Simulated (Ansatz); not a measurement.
# Calculations on Ge2H6OCl2

**1. Relaxation**

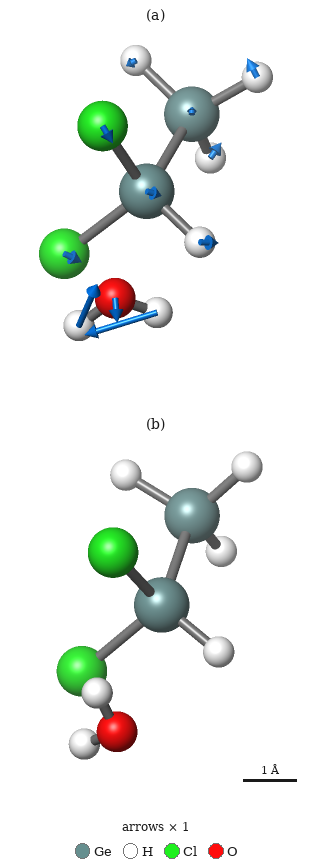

The structure of Ge2H6OCl2 before (top) and after (bottom) a relaxation, at one scale. The blue arrows give the displacements, at their true length.

Style: ball-and-stick. Shown from a free direction.

The run prepares an end point of a later path (reaction) calculation, from a guessed geometry.

All numbers below come from RHF/def2-SVP (Ansatz). Set-up: no spin polarisation; force threshold 0.03 eV/Å; at most 50 steps.

**What changed between the two?**

The energy falls by 0.317 eV in 24 accepted moves (32 points after the start). The largest force component goes from 1.2 to 0.017 eV/Å. The line search rejected the trial steps at points 7, 9, 13, 17, 23, 24, 26, 31 of the run. The forces were under the threshold at step 22, but the run went on from there. An H atom moves most after the best rigid fit: 1.47 Å. Largest moves by element: H 1.47 Å, O 0.48 Å, Cl 0.41 Å, Ge 0.35 Å. Some distances before and after: H–O 0.967 → 0.946 Å, Ge–H 1.539 → 1.518 Å, Cl–Ge 2.158 → 2.179 Å, Ge–Ge 2.455 → 2.450 Å. Among the angles between lasting bonds that change: H–Ge–Ge 115.6° → 119.1°, Cl–Ge–Cl 109.2° → 106.5°, H–Ge–Cl 110.3° → 107.7°.

Limits of the set-up: Hartree-Fock leaves out electron correlation.

**2. Relaxation**

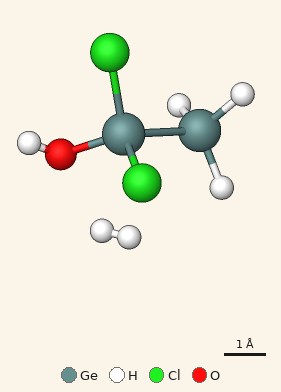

Starting structure of Ge$_{2}$H$_{6}$OCl$_{2}$. The picture is a ball-and-stick view, seen at a tilt.

The run prepares an end point of a later path (reaction) calculation, from a guessed geometry.

Theory: Ansatz 0.2.0, RHF/def2-SVP.

Input
```yaml
crystal:
  periodic: [false, false, false]
  atoms:
    - { symbol: Ge, position_ang: [-0.475701, -0.045406, -0.59992] }
    - { symbol: H, position_ang: [0.254371, 0.956929, 1.867908] }
    - { symbol: Ge, position_ang: [1.964152, -0.232239, -0.543955] }
    - { symbol: H, position_ang: [2.321222, -1.66796, -0.161778] }
    - { symbol: H, position_ang: [2.441111, 0.090581, -1.9593] }
    - { symbol: H, position_ang: [2.533354, 0.765899, 0.460651] }
    - { symbol: Cl, position_ang: [-1.139418, 2.008686, -0.735834] }
    - { symbol: Cl, position_ang: [-1.192628, -0.993791, -2.420193] }
    - { symbol: O, position_ang: [-1.335527, -0.850118, 0.705043] }
    - { symbol: H, position_ang: [-2.235057, -1.100449, 0.541997] }
    - { symbol: H, position_ang: [-0.178278, 0.438168, 2.088282] }
basis:
  gaussian: { orbitals: def2-SVP }
hamiltonian:
  xc: hf
relax:
  f_tol: 0.03
  max_steps: 50
```

Launched with:
```bash
ansatz run input.yaml --threads 4 --pin off --max-ram 5120MiB --backend cpu --events-out ev --progress --plain --runs-dir out
```

Question: Where does the relaxation end?

Answer: The energy falls by 0.268 eV in 25 accepted moves (26 points after the start). Largest force component: 1.2 eV/Å at the start, 0.029 eV/Å at the end. The line search rejected the trial step at point 17 of the run. The forces were under the threshold at step 11, but the run went on from there. The largest move after the best rigid fit is that of H2, 2.02 Å. By element the largest moves are H 2.02 Å, Cl 0.95 Å, O 0.51 Å, Ge 0.44 Å. Among the contacts that change: H2–H11 0.711 → 0.748 Å, Ge1–O9 1.758 → 1.746 Å, Ge1–Cl8 2.174 → 2.166 Å, Ge1–Ge3 2.448 → 2.441 Å. Bond angles that change, for instance: Ge3–Ge1–O9 115.8° → 110.9°, Ge3–Ge1–Cl8 108.3° → 112.3°, Cl8–Ge1–O9 105.1° → 107.6°. Groups turn about Ge1–O9 by about 20°. Cost: 63 s on 4 threads of Arm Neoverse V1, with other jobs on the host, peak memory 0.44 GiB.

Final geometry:

```xyz
11

Ge   -0.4137   -0.0808   -1.0346
H    -0.1974    0.4874    3.7766
Ge    2.0208   -0.1934   -0.9019
H     2.4082   -1.5984   -0.4393
H     2.5702    0.0893   -2.3009
H     2.4987    0.8644    0.0933
Cl   -1.1097    1.8681   -1.6749
Cl   -1.2242   -1.4937   -2.4618
O    -1.1397   -0.4211    0.5164
H    -2.0843   -0.4159    0.5858
H    -0.3713    0.2644    3.0842
```

The end point in the same view:

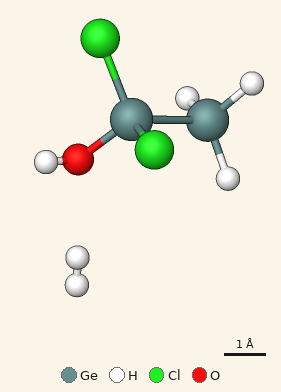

Limits of the set-up: the start holds two separate molecules, 2.2 Å apart at their closest, whose relative position is a soft coordinate and is computed without a dispersion correction; Hartree-Fock leaves out electron correlation.

**3. Path**

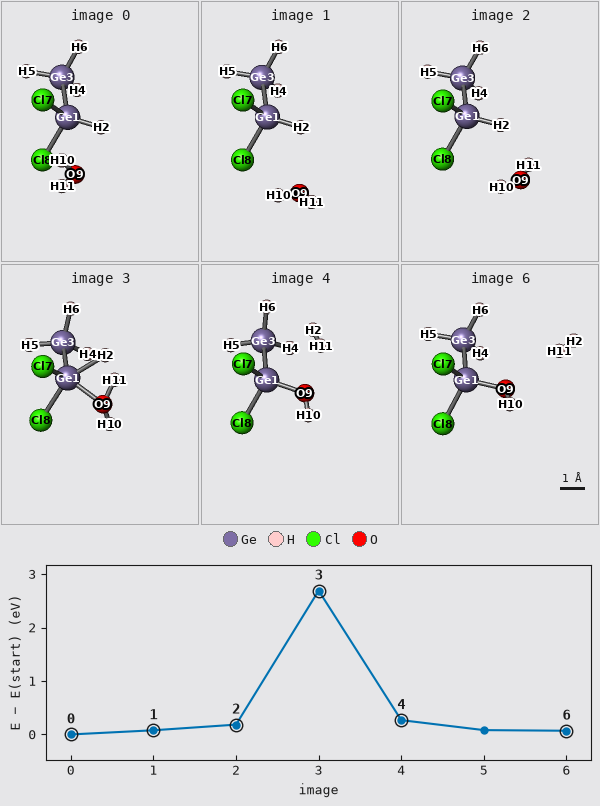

NEB run on Ge2H6OCl2, made up at the start of Ge₂H₄Cl₂ and H₂O. Images are numbered from 0 (start) to 6 (end). The picture is a ball-and-stick view, seen from a free direction.

Level of theory: RHF/def2-SVP (Ansatz 0.2.0). Settings: 5 movable images; climbing image; force threshold 0.05 eV/Å; iteration limit 60; starting path through a guess of the saddle point.

### Read off the barrier and say what moves.

The highest point, image 3, lies 2.69 eV above the start and 2.62 eV above the end; the end is at +0.07 eV relative to the start. Breaking: Ge1–H2 (1.52 → 1.92 at the top → 4.85 Å), O9–H11 (0.95 → 1.14 at the top → 2.77 Å). Forming: Ge1–O9 (3.48 → 1.90 at the top → 1.75 Å), H2–H11 (3.32 → 1.10 at the top → 0.75 Å). The band converged in 46 iterations, with a climbing image at the top. At the top, the vibrational analysis gives one imaginary mode (1889i cm⁻¹), as a transition state must have.

Limits of the set-up: the start holds two separate molecules, 2.9 Å apart at their closest, whose relative position is a soft coordinate and is computed without a dispersion correction; Hartree-Fock leaves out electron correlation.
